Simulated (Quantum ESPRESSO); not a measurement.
# Fe3Ge: parallel and opposed starts

Does Fe3Ge prefer parallel or opposed moments?

Program: Quantum ESPRESSO 7.5. Level of theory: PBEsol; plane waves with GBRV 1.5 PBEsol potentials, no spin-orbit coupling. Results are calculated unless marked as measured.

## 1. Set-up

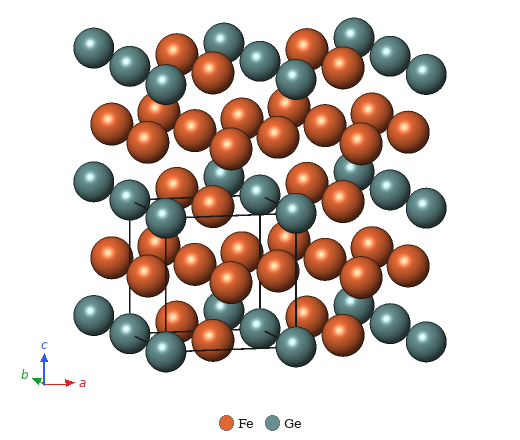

The starting structure, seen slightly off an axis (iron orange, germanium teal). 2×2×2 cells are drawn. Some periodic images of atoms are drawn too.

The cell comes from Materials Project 2023-11-01, a database of computed structures, and need not be the stable phase.

## 2. Run 1, typed as ferro +++

The signs are those of the starting moments on the seeded atoms, the atoms that are given a moment.

File pw.in:

```
&CONTROL
  calculation = 'scf'
  prefix = 'pwscf'
  outdir = './tmp'
  pseudo_dir = './pseudo'
  disk_io = 'nowf'
/
&SYSTEM
  ibrav = 0
  celldm(1) = 8
  nat = 4
  ntyp = 2
  ecutwfc = 40
  ecutrho = 280
  nbnd = 45
  occupations = 'smearing'
  smearing = 'fd'
  degauss = 0.00734986
  nspin = 2
  starting_magnetization(1) = 0.175
  starting_magnetization(2) = 0
/
&ELECTRONS
  conv_thr = 8d-09
  electron_maxstep = 150
  mixing_beta = 0.3
/
ATOMIC_SPECIES
Fe     55.8450 fe_pbesol_v1.5.uspp.F.UPF
Ge     72.6300 ge_pbesol_v1.4.uspp.F.UPF
CELL_PARAMETERS alat
   0.8646679327313    0.0000000000000    0.0000000000000
   0.0000000000000    0.8646679327313    0.0000000000000
   0.0000000000000    0.0000000000000    0.8646679327313
ATOMIC_POSITIONS crystal
Fe      0.0000000000    0.5000000000    0.5000000000
Fe      0.5000000000    0.5000000000    0.0000000000
Fe      0.5000000000    0.0000000000    0.5000000000
Ge      0.0000000000    0.0000000000    0.0000000000
K_POINTS automatic
10 10 10 0 0 0
```

Run with:

```bash
$ OMP_NUM_THREADS=1 mpirun -n 4 pw.x -nk 4 -in pw.in > pw.out
```

What it wrote:

```text
Program PWSCF v.7.5 starts

     Message from routine setup:
     using ibrav=0 with symmetry is DISCOURAGED, use correct ibrav instead

     K-points division:     npool     =       4
     Subspace diagonalization in iterative solution of the eigenvalue problem:

     G-vector sticks info
     --------------------
     sticks:   dense  smooth     PW     G-vecs:    dense   smooth      PW
     Sum        1069     601    193                26145    11123    2007

     Using Slab Decomposition

     bravais-lattice index     =            0
     lattice parameter (alat)  =       8.0000  a.u.
     unit-cell volume          =     330.9924 (a.u.)^3
     number of atoms/cell      =            4
     number of atomic types    =            2
     number of electrons       =        62.00
     number of Kohn-Sham states=           45
     kinetic-energy cutoff     =      40.0000  Ry
     charge density cutoff     =     280.0000  Ry
     scf convergence threshold =      8.0E-09
     mixing beta               =       0.3000
     number of iterations used =            8  plain     mixing
     Exchange-correlation= SLA  PW   PSX  PSC
                           (   1   4  10   8   0   0   0)

     celldm(1)=   8.000000  celldm(2)=   0.000000  celldm(3)=   0.000000
     celldm(4)=   0.000000  celldm(5)=   0.000000  celldm(6)=   0.000000

     crystal axes: (cart. coord. in units of alat)
               a(1) = (   0.864668   0.000000   0.000000 )
               a(2) = (   0.000000   0.864668   0.000000 )
               a(3) = (   0.000000   0.000000   0.864668 )

     reciprocal axes: (cart. coord. in units 2 pi/alat)
               b(1) = (  1.156513  0.000000  0.000000 )
               b(2) = (  0.000000  1.156513  0.000000 )
               b(3) = (  0.000000  0.000000  1.156513 )

     PseudoPot. # 1 for Fe read from file:
     fe_pbesol_v1.5.uspp.F.UPF
     Pseudo is Ultrasoft + core correction, Zval = 16.0
     Generated by new atomic code, or converted to UPF format
     Using radial grid of  861 points,  6 beta functions with:
                l(1) =   0
                l(2) =   0
                l(3) =   1
                l(4) =   1
                l(5) =   2
                l(6) =   2
     Q(r) pseudized with  8 coefficients,  rinner =    1.000   1.000   1.000
                                                       1.000   1.000

     PseudoPot. # 2 for Ge read from file:
     ge_pbesol_v1.4.uspp.F.UPF
     Pseudo is Ultrasoft + core correction, Zval = 14.0
     Generated by new atomic code, or converted to UPF format
     Using radial grid of  873 points,  6 beta functions with:
                l(1) =   0
                l(2) =   0
                l(3) =   1
                l(4) =   1
                l(5) =   2
                l(6) =   2
     Q(r) pseudized with  8 coefficients,  rinner =    1.400   1.400   1.400
                                                       1.400   1.400

     atomic species   valence    mass     pseudopotential
     Fe               16.00    55.84500     Fe( 1.00)
     Ge               14.00    72.63000     Ge( 1.00)

     Starting magnetic structure
     atomic species   magnetization
     Fe              0.175
     Ge              0.000

     48 Sym. Ops., with inversion, found

   Cartesian axes

     site n.     atom                  positions (alat units)
         1        Fe     tau(   1) = (   0.0000000   0.4323340   0.4323340  )
         2        Fe     tau(   2) = (   0.4323340   0.4323340   0.0000000  )
         3        Fe     tau(   3) = (   0.4323340   0.0000000   0.4323340  )
         4        Ge     tau(   4) = (   0.0000000   0.0000000   0.0000000  )

     number of k points=    56  Fermi-Dirac smearing, width (Ry)=  0.0073
                       cart. coord. in units 2pi/alat
        k(    1) = (   0.0000000   0.0000000   0.0000000), wk =   0.0010000
        k(    2) = (   0.0000000   0.0000000   0.1156513), wk =   0.0060000
        k(    3) = (   0.0000000   0.0000000   0.2313027), wk =   0.0060000
        k(    4) = (   0.0000000   0.0000000   0.3469540), wk =   0.0060000
        k(    5) = (   0.0000000   0.0000000   0.4626053), wk =   0.0060000
        [... 51 further k-points ...]

     Dense  grid:    26145 G-vectors     FFT dimensions: (  40,  40,  40)

     Smooth grid:    11123 G-vectors     FFT dimensions: (  27,  27,  27)

     Check: negative core charge=   -0.000047
     Generating pointlists ...
     new r_m :   0.2522 (alat units)  2.0177 (a.u.) for type    1
     new r_m :   0.2522 (alat units)  2.0177 (a.u.) for type    2

     Initial potential from superposition of free atoms

     starting charge      58.9992, renormalised to      62.0000
     Starting wfcs are   48 randomized atomic wfcs

     Self-consistent Calculation

     iteration #  1     ecut=    40.00 Ry     beta= 0.30
     Davidson diagonalization with overlap
     ethr =  1.00E-02,  avg # of iterations =  3.4

     total energy              =    -963.34692631 Ry
     estimated scf accuracy    <       3.61000083 Ry

     total magnetization       =     6.29 Bohr mag/cell
     absolute magnetization    =     6.55 Bohr mag/cell

     iteration #  2     ecut=    40.00 Ry     beta= 0.30
     Davidson diagonalization with overlap
     ethr =  5.82E-03,  avg # of iterations =  2.0

     total energy              =    -963.74479244 Ry
     estimated scf accuracy    <       0.43618894 Ry

     total magnetization       =     6.51 Bohr mag/cell
     absolute magnetization    =     6.87 Bohr mag/cell

     iteration #  3     ecut=    40.00 Ry     beta= 0.30
     Davidson diagonalization with overlap
     ethr =  7.04E-04,  avg # of iterations =  2.3

     total energy              =    -963.79828519 Ry
     estimated scf accuracy    <       0.07729516 Ry

     total magnetization       =     6.70 Bohr mag/cell
     absolute magnetization    =     7.06 Bohr mag/cell

     [... further iterations left out ...]

     iteration #  8     ecut=    40.00 Ry     beta= 0.30
     Davidson diagonalization with overlap
     ethr =  1.18E-08,  avg # of iterations =  2.3

     total energy              =    -963.81485631 Ry
     estimated scf accuracy    <       0.00000476 Ry

     total magnetization       =     6.64 Bohr mag/cell
     absolute magnetization    =     7.13 Bohr mag/cell

     iteration #  9     ecut=    40.00 Ry     beta= 0.30
     Davidson diagonalization with overlap
     ethr =  7.68E-09,  avg # of iterations =  2.0

     total energy              =    -963.81485781 Ry
     estimated scf accuracy    <       0.00000033 Ry

     total magnetization       =     6.64 Bohr mag/cell
     absolute magnetization    =     7.13 Bohr mag/cell

     iteration # 10     ecut=    40.00 Ry     beta= 0.30
     Davidson diagonalization with overlap
     ethr =  5.27E-10,  avg # of iterations =  2.0

     total energy              =    -963.81485807 Ry
     estimated scf accuracy    <       0.00000010 Ry

     total magnetization       =     6.64 Bohr mag/cell
     absolute magnetization    =     7.13 Bohr mag/cell

     iteration # 11     ecut=    40.00 Ry     beta= 0.30
     Davidson diagonalization with overlap
     ethr =  1.58E-10,  avg # of iterations =  1.5

     Magnetic moment per site  (integrated on atomic sphere of radius R)
     atom   1 (R=0.252)  charge= 14.6745  magn=  2.2772
     atom   2 (R=0.252)  charge= 14.6745  magn=  2.2772
     atom   3 (R=0.252)  charge= 14.6745  magn=  2.2772
     atom   4 (R=0.252)  charge= 12.2092  magn= -0.1159

     End of self-consistent calculation

     Number of k-points >= 100: set verbosity='high' to print the bands.

     the Fermi energy is    17.3931 ev

!    total energy              =    -963.81485825 Ry
     estimated scf accuracy    <          4.6E-09 Ry
     smearing contrib. (-TS)   =      -0.00819424 Ry
     internal energy E=F+TS    =    -963.80666401 Ry

     The total energy is F=E-TS. E is the sum of the following terms:
     one-electron contribution =    -450.46928229 Ry
     hartree contribution      =     269.18329713 Ry
     xc contribution           =    -144.58549383 Ry
     ewald contribution        =    -637.93518501 Ry

     total magnetization       =     6.64 Bohr mag/cell
     absolute magnetization    =     7.13 Bohr mag/cell

     convergence has been achieved in  11 iterations

=------------------------------------------------------------------------------=
   JOB DONE.
=------------------------------------------------------------------------------=
```

Wall time 65 s (4 MPI ranks of Intel Xeon at 2.50GHz (Skylake/Cascade Lake), shared host); peak memory 0.46 GiB.

Spin moment in the atom's sphere by atom:

| atom | spin moment in the atom's sphere (μB) |
| --- | --- |
| Fe1 | 2.28 |
| Fe2 | 2.28 |
| Fe3 | 2.28 |
| Ge4 | -0.12 |

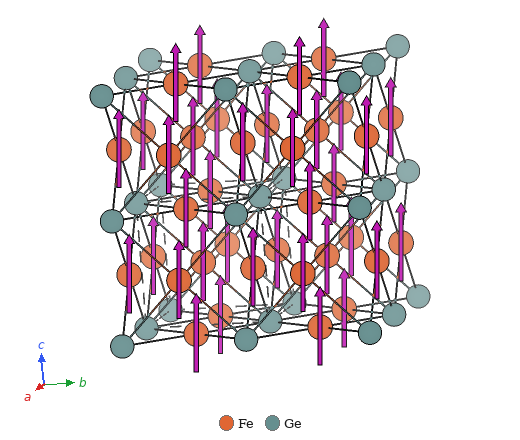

Spin moment in the atom's sphere as arrows, the longest 2.28 μB. Up and down stand for the sign. Arrows give size and sign along the axis of quantisation, drawn up and down the page. 2×2×2 cells are drawn. Some periodic images of atoms are drawn too.

Numbers from this step:

```yaml
smearing_term_ts: 0.1115 eV
magnetization: 6.636 μB
absolute_magnetization: 7.133 μB
final_state: ferromagnetic
```

## 3. Start 2: antiferro q=(0,0,1/2) +−+−−+

This order needs a doubled cell of 8 atoms. The wavevector q is in fractions of the reciprocal vectors of the crystal's primitive cell, as the cells of these inputs are built from it; moments change sign between cells as cos(2π q·R).

File pw.in:

```
&CONTROL
  calculation = 'scf'
  prefix = 'pwscf'
  outdir = './tmp'
  pseudo_dir = './pseudo'
  disk_io = 'nowf'
/
&SYSTEM
  ibrav = 0
  celldm(1) = 8
  nat = 8
  ntyp = 3
  ecutwfc = 40
  ecutrho = 280
  nbnd = 77
  occupations = 'smearing'
  smearing = 'fd'
  degauss = 0.00734986
  nspin = 2
  starting_magnetization(1) = 0.175
  starting_magnetization(2) = -0.175
  starting_magnetization(3) = 0
/
&ELECTRONS
  conv_thr = 1.6d-08
  electron_maxstep = 150
  mixing_beta = 0.3
/
ATOMIC_SPECIES
Fe1    55.8450 fe_pbesol_v1.5.uspp.F.UPF
Fe2    55.8450 fe_pbesol_v1.5.uspp.F.UPF
Ge     72.6300 ge_pbesol_v1.4.uspp.F.UPF
CELL_PARAMETERS alat
   0.8646679327313    0.0000000000000    0.0000000000000
   0.0000000000000    0.8646679327313    0.0000000000000
   0.0000000000000    0.0000000000000    1.7293358654626
ATOMIC_POSITIONS crystal
Fe1     0.0000000000    0.5000000000    0.2500000000
Fe2     0.0000000000    0.5000000000    0.7500000000
Fe1     0.5000000000    0.5000000000    0.0000000000
Fe2     0.5000000000    0.5000000000    0.5000000000
Fe2     0.5000000000    0.0000000000    0.2500000000
Fe1     0.5000000000    0.0000000000    0.7500000000
Ge      0.0000000000    0.0000000000    0.0000000000
Ge      0.0000000000    0.0000000000    0.5000000000
K_POINTS automatic
10 10 5 0 0 0
```

What it wrote:

```text
[banner, memory and clock lines left out]
Program PWSCF v.7.5 starts

     Message from routine setup:
     using ibrav=0 with symmetry is DISCOURAGED, use correct ibrav instead

     bravais-lattice index     =            0
     lattice parameter (alat)  =       8.0000  a.u.
     unit-cell volume          =     661.9848 (a.u.)^3
     number of atoms/cell      =            8
     number of atomic types    =            3
     number of electrons       =       124.00
     number of Kohn-Sham states=           77
     kinetic-energy cutoff     =      40.0000  Ry
     charge density cutoff     =     280.0000  Ry
     scf convergence threshold =      1.6E-08
     mixing beta               =       0.3000
     number of iterations used =            8  plain     mixing
     Exchange-correlation= SLA  PW   PSX  PSC
                           (   1   4  10   8   0   0   0)

     celldm(1)=   8.000000  celldm(2)=   0.000000  celldm(3)=   0.000000
     celldm(4)=   0.000000  celldm(5)=   0.000000  celldm(6)=   0.000000

     crystal axes: (cart. coord. in units of alat)
               a(1) = (   0.864668   0.000000   0.000000 )
               a(2) = (   0.000000   0.864668   0.000000 )
               a(3) = (   0.000000   0.000000   1.729336 )

     reciprocal axes: (cart. coord. in units 2 pi/alat)
               b(1) = (  1.156513  0.000000  0.000000 )
               b(2) = (  0.000000  1.156513  0.000000 )
               b(3) = (  0.000000  0.000000  0.578257 )

     PseudoPot. # 1 for Fe read from file:
     fe_pbesol_v1.5.uspp.F.UPF
     Pseudo is Ultrasoft + core correction, Zval = 16.0

     PseudoPot. # 2 for Fe read from file:
     fe_pbesol_v1.5.uspp.F.UPF
     Pseudo is Ultrasoft + core correction, Zval = 16.0

     PseudoPot. # 3 for Ge read from file:
     ge_pbesol_v1.4.uspp.F.UPF
     Pseudo is Ultrasoft + core correction, Zval = 14.0

     atomic species   valence    mass     pseudopotential
     Fe1              16.00    55.84500     Fe( 1.00)
     Fe2              16.00    55.84500     Fe( 1.00)
     Ge               14.00    72.63000     Ge( 1.00)

     Starting magnetic structure
     atomic species   magnetization
     Fe1             0.175
     Fe2            -0.175
     Ge              0.000

      8 Sym. Ops. (no inversion) found

   Cartesian axes

     site n.     atom                  positions (alat units)
         1        Fe1    tau(   1) = (   0.0000000   0.4323340   0.4323340  )
         2        Fe2    tau(   2) = (   0.0000000   0.4323340   1.2970019  )
         3        Fe1    tau(   3) = (   0.4323340   0.4323340   0.0000000  )
         4        Fe2    tau(   4) = (   0.4323340   0.4323340   0.8646679  )
         5        Fe2    tau(   5) = (   0.4323340   0.0000000   0.4323340  )
         6        Fe1    tau(   6) = (   0.4323340   0.0000000   1.2970019  )
         7        Ge     tau(   7) = (   0.0000000   0.0000000   0.0000000  )
         8        Ge     tau(   8) = (   0.0000000   0.0000000   0.8646679  )

     number of k points=    63  Fermi-Dirac smearing, width (Ry)=  0.0073
                       cart. coord. in units 2pi/alat
        k(    1) = (   0.0000000   0.0000000   0.0000000), wk =   0.0020000
        k(    2) = (   0.0000000   0.0000000   0.1156513), wk =   0.0040000
        k(    3) = (   0.0000000   0.0000000   0.2313027), wk =   0.0040000
        k(    4) = (   0.0000000   0.1156513   0.0000000), wk =   0.0080000
        k(    5) = (   0.0000000   0.1156513   0.1156513), wk =   0.0160000
        [... 58 further k-points ...]

     Dense  grid:    52357 G-vectors     FFT dimensions: (  40,  40,  75)

     Smooth grid:    22439 G-vectors     FFT dimensions: (  27,  27,  60)

     Check: negative core charge=   -0.000048
     Generating pointlists ...
     new r_m :   0.2522 (alat units)  2.0177 (a.u.) for type    1
     new r_m :   0.2522 (alat units)  2.0177 (a.u.) for type    2
     new r_m :   0.2522 (alat units)  2.0177 (a.u.) for type    3

     Initial potential from superposition of free atoms

     starting charge     117.9984, renormalised to     124.0000
     Starting wfcs are   96 randomized atomic wfcs

     Self-consistent Calculation

     iteration #  1     ecut=    40.00 Ry     beta= 0.30
     Davidson diagonalization with overlap
     ethr =  1.00E-02,  avg # of iterations =  2.0

     total energy              =   -1926.69397942 Ry
     estimated scf accuracy    <       7.10159910 Ry

     total magnetization       =     0.00 Bohr mag/cell
     absolute magnetization    =    12.49 Bohr mag/cell

     iteration #  2     ecut=    40.00 Ry     beta= 0.30
     Davidson diagonalization with overlap
     ethr =  5.73E-03,  avg # of iterations =  2.0

     total energy              =   -1927.37035530 Ry
     estimated scf accuracy    <       0.92462584 Ry

     total magnetization       =    -0.00 Bohr mag/cell
     absolute magnetization    =    13.17 Bohr mag/cell

     [... further iterations left out ...]

     iteration # 22     ecut=    40.00 Ry     beta= 0.30
     Davidson diagonalization with overlap
     ethr =  8.08E-11,  avg # of iterations =  2.0

     total energy              =   -1927.54973454 Ry
     estimated scf accuracy    <       0.00000002 Ry

     total magnetization       =    -0.00 Bohr mag/cell
     absolute magnetization    =    12.80 Bohr mag/cell

     iteration # 23     ecut=    40.00 Ry     beta= 0.30
     Davidson diagonalization with overlap
     ethr =  1.64E-11,  avg # of iterations =  2.7

     Magnetic moment per site  (integrated on atomic sphere of radius R)
     atom   1 (R=0.252)  charge= 14.6746  magn=  2.0314
     atom   2 (R=0.252)  charge= 14.6746  magn= -2.0315
     atom   3 (R=0.252)  charge= 14.6678  magn=  2.1093
     atom   4 (R=0.252)  charge= 14.6686  magn= -2.1093
     atom   5 (R=0.252)  charge= 14.6746  magn= -2.0315
     atom   6 (R=0.252)  charge= 14.6746  magn=  2.0314
     atom   7 (R=0.252)  charge= 12.2110  magn= -0.0155
     atom   8 (R=0.252)  charge= 12.2119  magn=  0.0155

     End of self-consistent calculation

     Number of k-points >= 100: set verbosity='high' to print the bands.

     the Fermi energy is    17.1937 ev

!    total energy              =   -1927.54973456 Ry
     estimated scf accuracy    <          4.9E-09 Ry
     smearing contrib. (-TS)   =      -0.02655901 Ry
     internal energy E=F+TS    =   -1927.52317555 Ry

     The total energy is F=E-TS. E is the sum of the following terms:
     one-electron contribution =    -900.59837073 Ry
     hartree contribution      =     537.90835651 Ry
     xc contribution           =    -288.96279132 Ry
     ewald contribution        =   -1275.87037001 Ry

     total magnetization       =    -0.00 Bohr mag/cell
     absolute magnetization    =    12.81 Bohr mag/cell

     convergence has been achieved in  23 iterations
```

Run time: 9.8 min. Hardware: 4 MPI ranks; peak memory 0.95 GiB; 39 min of CPU time.

Spin moment in the atom's sphere by atom:

| atom | spin moment in the atom's sphere (μB) |
| --- | --- |
| Fe1 | 2.03 |
| Fe2 | -2.03 |
| Fe3 | 2.11 |
| Fe4 | -2.11 |
| Fe5 | -2.03 |
| Fe6 | 2.03 |
| Ge7 | -0.02 |
| Ge8 | 0.02 |

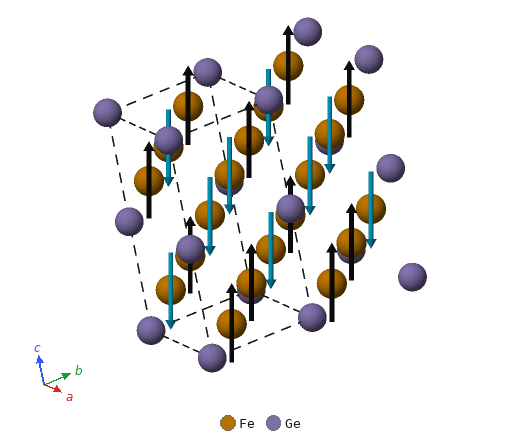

Spin moment in the atom's sphere as arrows, the longest 2.11 μB. Up and down stand for the sign. Arrows give size and sign along the axis of quantisation, drawn up and down the page. The two directions have two colours. 1×2×1 cells are drawn. Some periodic images of atoms are drawn too.

Numbers from this step:

| Property | Result |
| --- | --- |
| smearing term TS | 0.3614 eV |
| magnetization | 0 μB |
| absolute magnetization | 12.80 μB |
| final state | antiferromagnetic |

[end of part 1 of 2]

[Logs and program files are shortened in this print: banners, set-up blocks, solver, clock and traceback lines can be left out without a mark of their own.]

[Logs are printed without paths, hosts, clocks, repeated set-up lines and the standing remarks that a program may print on its own settings, such as how far it seeks lower states.]

[Hosts, paths, dates, database ids (printed as entryN), source tags and the programs' standing remarks are cut or masked in the printed files.]

[Where a cell is said to come from a database of computed structures, the database is the Materials Project.]
